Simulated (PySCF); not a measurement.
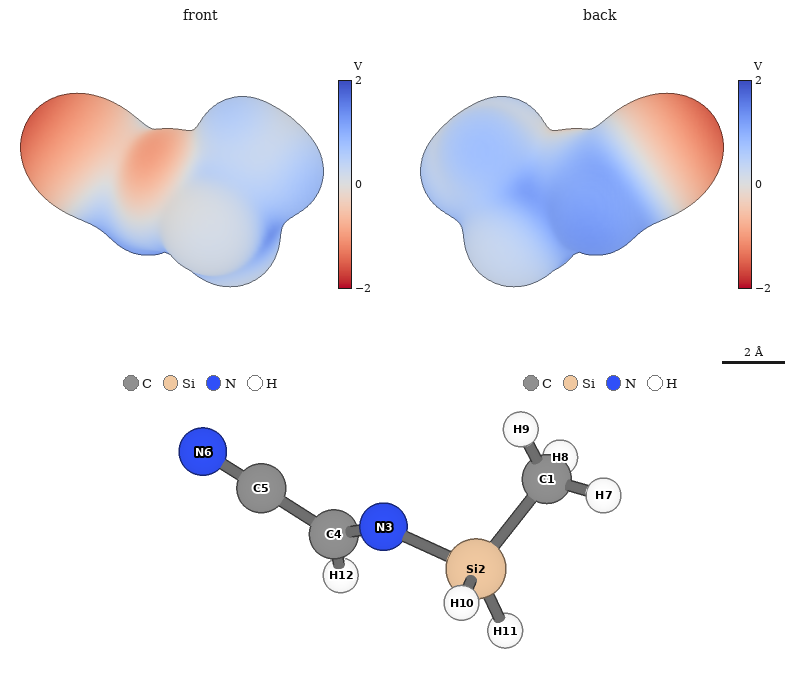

The picture shows: C3H6N2Si (SMILES C[SiH2]/N=C/C#N). The electrostatic potential painted on the density surface at 0.001 e/bohr³, seen from the front and from behind; red is negative and blue positive. The bare structure is drawn below in the same view.

Geometry: GFN2-xTB.

Theory: CAM-B3LYP/def2-SVPD, SCF density, gas phase in PySCF.

| atom | x (Å) | y (Å) | z (Å) |
| --- | --- | --- | --- |
| C | -1.9112 | 0.8000 | 0.1163 |
| Si | -0.8615 | -0.7467 | -0.1967 |
| N | 0.7545 | -0.1470 | -0.1912 |
| C | 1.7696 | -0.3611 | 0.5109 |
| C | 2.9889 | 0.3363 | 0.2768 |
| N | 3.9789 | 0.8894 | 0.1134 |
| H | -2.9513 | 0.6015 | -0.1209 |
| H | -1.8618 | 1.1200 | 1.1533 |
| H | -1.5774 | 1.6267 | -0.5030 |
| H | -0.9841 | -1.2563 | -1.5608 |
| H | -1.1678 | -1.7885 | 0.7947 |
| H | 1.8244 | -1.0748 | 1.3459 |

Q: Describe the electrostatic potential map.

A: The most negative region (about −1.5 V, or −35 kcal/mol for a unit charge) lies over N6, the most positive (about +1.2 V, or +28 kcal/mol for a unit charge) over Si2 and H12. N6 is the likeliest acceptor of a hydrogen bond.
